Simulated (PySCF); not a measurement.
# HF/STO-3G run of HF (hydrogen fluoride)

What is the vertical singlet–triplet gap of HF (hydrogen fluoride) at HF/STO-3G? Input form: a Python script.

The calculation is run with PySCF 2.14.0.

4 further runs of the same task are left out: 4 set aside as unsound or not needed.

### 1 The molecule

HF has 2 atoms, charge 0, and is taken as a singlet. As SMILES, `F`. The coordinates come from a PBE0-D4/def2-TZVP relaxation.

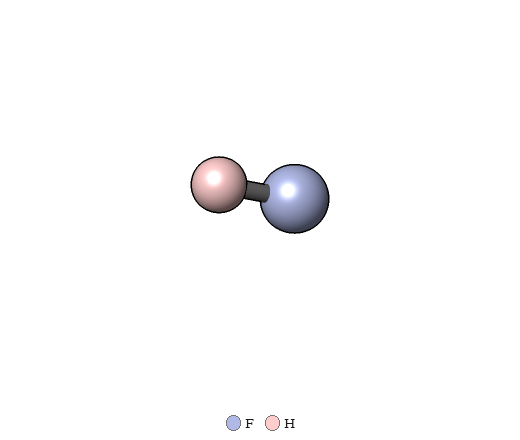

The structure, seen from a chosen angle (fluorine light blue, hydrogen pink).

### 2 A single-point energy at HF/STO-3G

input.xyz

```xyz
2
FH
F     -0.390000     0.144600    -0.196400
H      0.390000    -0.144600     0.196400
```

input.py

```python
from pyscf import gto, scf

molecule = gto.M(
    atom='input.xyz',
    basis='sto-3g',
    max_memory=1860,
    charge=0,
    verbose=3,
)

mf = scf.RHF(molecule)
mf.conv_tol = 1e-10
mf.kernel()
if not mf.converged:
    mf = mf.newton().run(mf.mo_coeff, mf.mo_occ)

etot = mf.e_tot
print('E(%s) = %.9f' % ('HF', etot))
```

Launch:

```
$ OMP_NUM_THREADS=1 python input.py
```

The log of the run:

```text
converged SCF energy = -98.5710964762506
E(HF) = -98.571096476
```

Wall time 0.71 s (1 thread of Arm Neoverse V1, shared host); peak memory 0.1 GiB.

### 3 The triplet, same level

geometry.xyz

```xyz
2

F     -0.390000     0.144600    -0.196400
H      0.390000    -0.144600     0.196400
```

run.py

```python
from pyscf import gto

mol = gto.M(
    atom='geometry.xyz',
    verbose=3,
    spin=2,
    max_memory=1860,
    basis='sto-3g',
)

hf = mol.UHF()
hf.conv_tol = 1e-10
hf.kernel()
if not hf.converged:
    hf = hf.newton().run(hf.mo_coeff, hf.mo_occ)

energy = hf.e_tot
print('Final energy', energy)
```

Launch:

```
$ OMP_NUM_THREADS=1 python run.py
```

The log of the run:

```text
converged SCF energy = -98.1659332656345  <S^2> = 2  2S+1 = 3
Final energy -98.1659332656345
```

It took 0.83 s on 1 thread of Arm Neoverse V1, shared host; peak memory 0.12 GiB.

### 4 Results

Level: HF/STO-3G.

| quantity | value |
| --- | --- |
| singlet: total energy | -98.57110 Eh |
| singlet: dipole moment | 1.29 D |
| singlet: HOMO energy | -12.63 eV |
| singlet: LUMO energy | 17.03 eV |
| singlet: HOMO–LUMO gap | 29.66 eV |
| triplet: total energy | -98.16593 Eh |
| triplet: dipole moment | 1.19 D |
| triplet: HOMO energy (highest over α and β) | 0.28 eV |
| triplet: LUMO energy (lowest over α and β) | 6.96 eV |
| triplet: ⟨S²⟩ | 2.000 |
| vertical energy of the triplet above the singlet | 11.025 eV |

What this shows: At this shape the triplet lies 11.03 eV (1064 kJ/mol) above the singlet. In a minimal basis such a difference can be off by several eV, whatever the method.
